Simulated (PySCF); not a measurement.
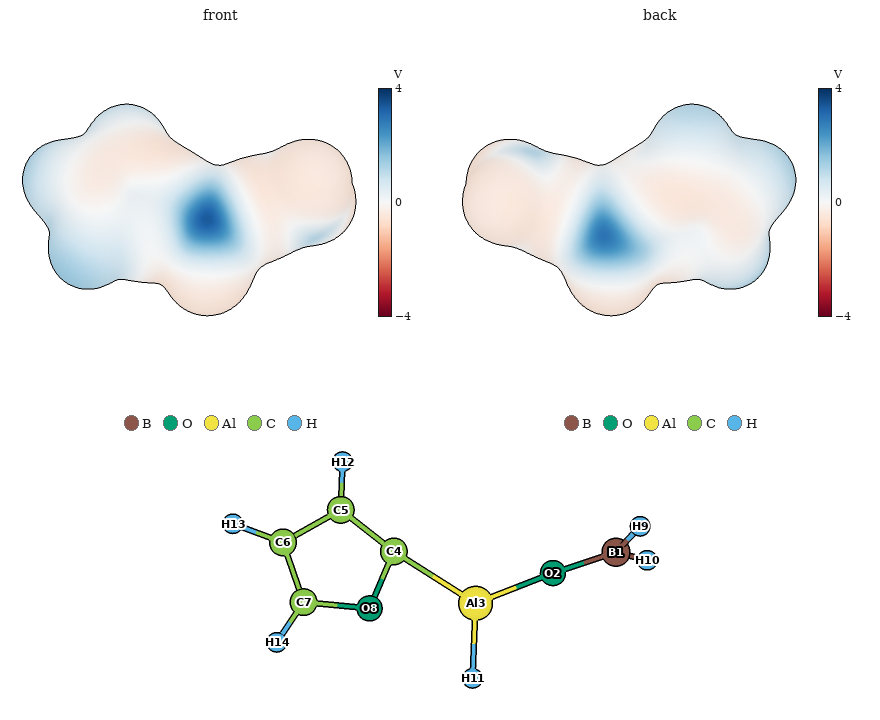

*C$_{4}$H$_{6}$AlBO$_{2}$ (SMILES B[O][AlH][c]1ccco1). The molecular electrostatic potential painted on the density surface at 0.002 e/bohr³, seen from the front and from behind; the colour scale runs from red (negative) to blue (positive). The bare structure is drawn below in the same view.*

Geometry: GFN2-xTB.

The calculation used PBE0/pcSseg-1, SCF density, gas phase, non-relativistic in PySCF 2.14.0.

```tsv
atom	x (Å)	y (Å)	z (Å)
B	-3.7496	0.2450	0.8606
O	-2.5285	-0.1440	0.5058
Al	-1.0237	-0.7212	0.0887
C	0.6642	0.2467	0.2655
C	1.7755	1.0168	0.4776
C	2.8141	0.4953	-0.3309
C	2.2859	-0.5649	-0.9999
O	1.0031	-0.7266	-0.6594
H	-4.3670	0.9572	0.1524
H	-4.2068	-0.1335	1.8792
H	-1.0481	-2.1417	-0.4522
H	1.8489	1.8564	1.1405
H	3.8208	0.8582	-0.3952
H	2.7106	-1.2442	-1.7148
```

### Where is the surface potential most negative and most positive?

The most negative region (about −0.5 V) lies over the C, H and O atoms, the most positive (about +3.0 V) over Al3.

### How polar is the molecule by this calculation?

Its dipole moment is 2.98 D.
